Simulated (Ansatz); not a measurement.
```xyz
11

Si    0.0175   -0.0136   -0.1607
F     0.1169   -0.0912    1.4901
N     1.6064   -0.1196   -0.8294
H     2.3430   -0.6304   -0.3389
H     1.9750    0.7192   -1.2815
N    -0.7086    1.4860   -0.6154
H    -1.6438    1.4418   -1.0245
H    -0.5998    2.3150   -0.0279
N    -0.9481   -1.3280   -0.7292
H    -1.6826   -1.7256   -0.1403
H    -0.4701   -2.0536   -1.2664
```

All numbers below come from RKS PBE-D4/def2-SVP (Ansatz).

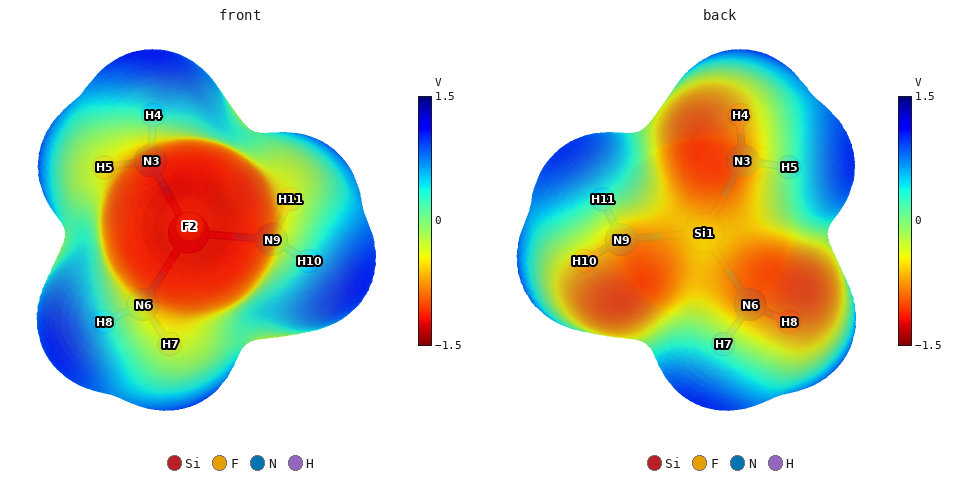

FH$_{6}$N$_{3}$Si. The molecular electrostatic potential painted on the density surface at 0.001 e/bohr³, seen from the front and from behind; the colour scale runs from red (negative) to blue (positive).

Which sites attract a positive test charge, and which a negative one?

A positive charge is drawn to the negative regions and a negative charge to the positive ones. The most negative region (about −1.2 V) lies over F2, the most positive (about +1.1 V) over H4, H8 and H10.
